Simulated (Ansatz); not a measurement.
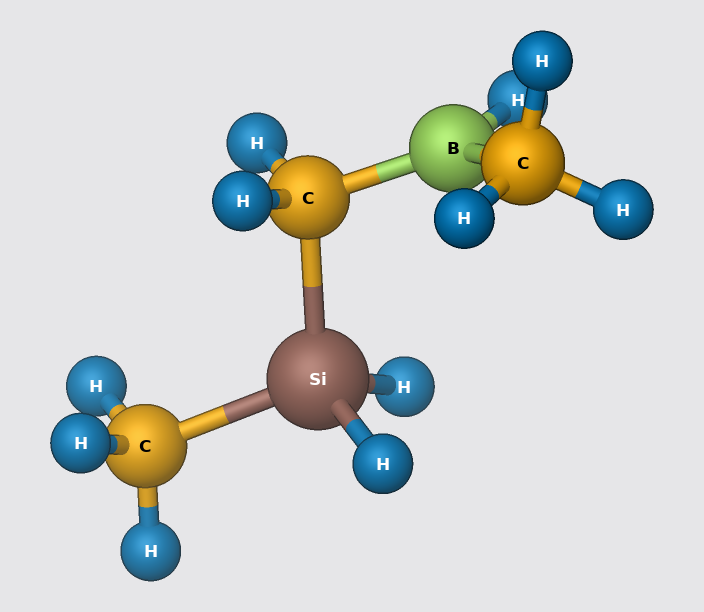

The computed structure is the end point of a PBE0-D4/def2-TZVP optimisation. No frequency run is at hand to confirm it as a minimum.

Description:

It has 16 atoms: 3 carbon, 11 hydrogen, 1 boron and 1 silicon (C3H11BSi). As SMILES it reads `CBC[SiH2]C`. It has no ring. Among its groups: Si–H bond, B–H bond. This geometry has C1 symmetry. Coordination: 3 C tetrahedral; 1 B trigonal planar; 1 Si tetrahedral.

More results for the same structure follow; atom numbers are the same in all pictures, views and colours differ.

**Shape**

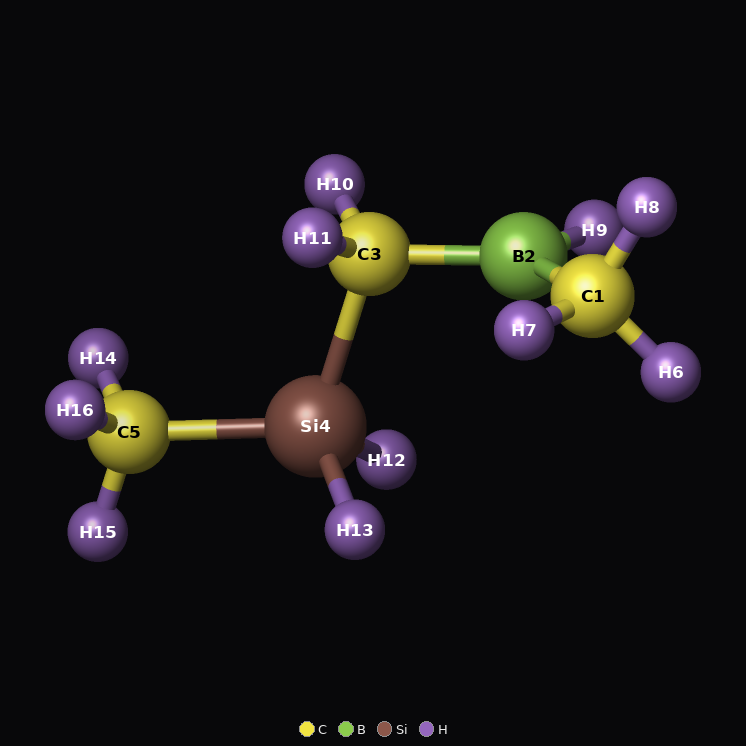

Numbered structure. No frequency run is at hand to confirm it as a minimum.

Which atoms are bonded, and how long are the bonds?

```json
{"bond": "C1–B2", "length (Å)": "1.561", "order": "single"}
{"bond": "C1–H6", "length (Å)": "1.095", "order": "single"}
{"bond": "C1–H7", "length (Å)": "1.092", "order": "single"}
{"bond": "C1–H8", "length (Å)": "1.099", "order": "single"}
{"bond": "B2–C3", "length (Å)": "1.542", "order": "single"}
{"bond": "B2–H9", "length (Å)": "1.204", "order": "single"}
{"bond": "C3–Si4", "length (Å)": "1.891", "order": "single"}
{"bond": "C3–H10", "length (Å)": "1.095", "order": "single"}
{"bond": "C3–H11", "length (Å)": "1.096", "order": "single"}
{"bond": "Si4–C5", "length (Å)": "1.871", "order": "single"}
{"bond": "Si4–H12", "length (Å)": "1.489", "order": "single"}
{"bond": "Si4–H13", "length (Å)": "1.490", "order": "single"}
{"bond": "C5–H14", "length (Å)": "1.093", "order": "single"}
{"bond": "C5–H15", "length (Å)": "1.093", "order": "single"}
{"bond": "C5–H16", "length (Å)": "1.093", "order": "single"}
```

**Levels of theory compared**

No frequency run is at hand to confirm it as a minimum. Program: Ansatz 0.2.0.

Tabulate HOMO energy (eV), HOMO–LUMO gap (eV) at these levels: B3LYP-D4/def2-TZVPP; PBE-D4/def2-TZVPP; PBE0-D4/def2-TZVPP; r2SCAN-D4/def2-TZVPP; ωB97M-V/def2-TZVPP; ωB97X-V/def2-TZVPP.

```csv
level,HOMO energy (eV),HOMO–LUMO gap (eV)
B3LYP-D4/def2-TZVPP,−8.18,7.31
PBE-D4/def2-TZVPP,−7.08,5.45
PBE0-D4/def2-TZVPP,−8.38,7.72
r2SCAN-D4/def2-TZVPP,−7.36,6.09
ωB97M-V/def2-TZVPP,−10.63,11.87
ωB97X-V/def2-TZVPP,−10.77,12.26
```

**Charges**

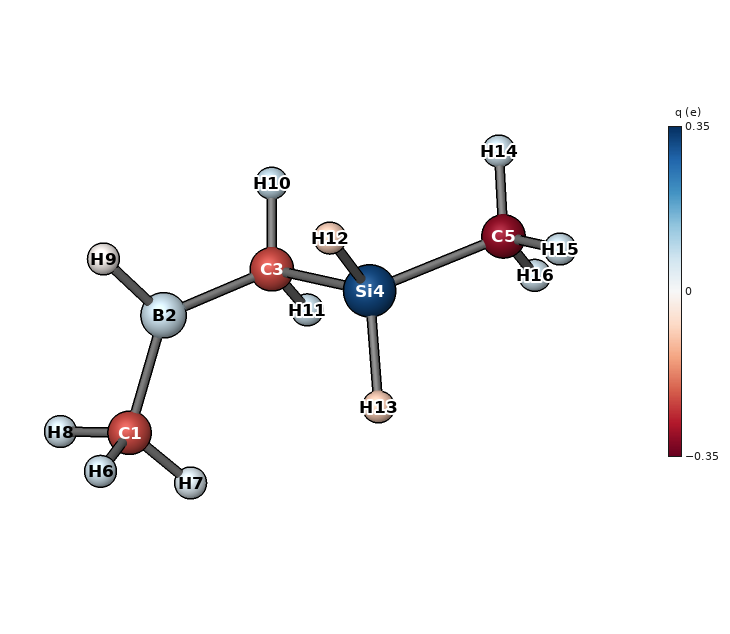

Atoms are coloured by their Mulliken charges. No frequency run is at hand to confirm it as a minimum. Properties computed with RKS r2SCAN-D4/def2-TZVPP (Ansatz 0.2.0).

List the Mulliken charges.

```tsv
atom	value (e)
C1	−0.23
B2	0.07
C3	−0.23
Si4	0.32
C5	−0.31
H6	0.07
H7	0.04
H8	0.06
H9	−0.01
H10	0.08
H11	0.07
H12	−0.08
H13	−0.09
H14	0.07
H15	0.07
H16	0.07
```

**Dipole moment**

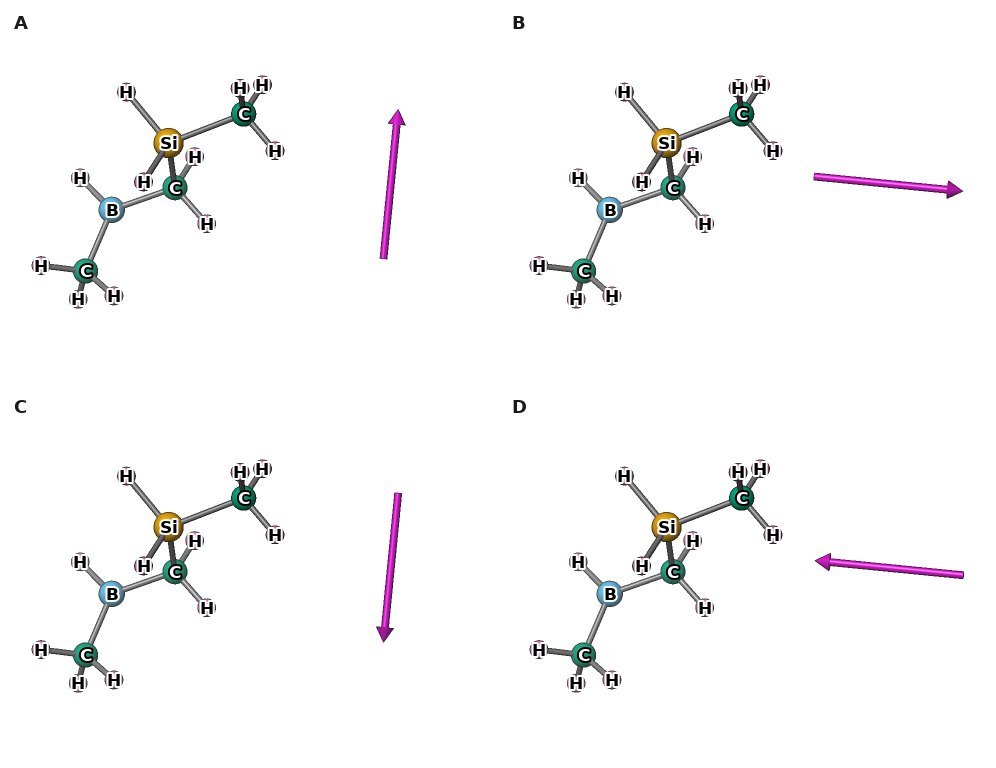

The same molecule four times, each with an arrow. No frequency run is at hand to confirm it as a minimum. Level of theory: RKS PBE0-D4/def2-TZVP (Ansatz 0.2.0).

> Which arrow points along the dipole moment, from the negative to the positive end?

B. The dipole moment is 1.22 D.

Mulliken values depend strongly on the basis set and can even reverse the polarity of a bond.
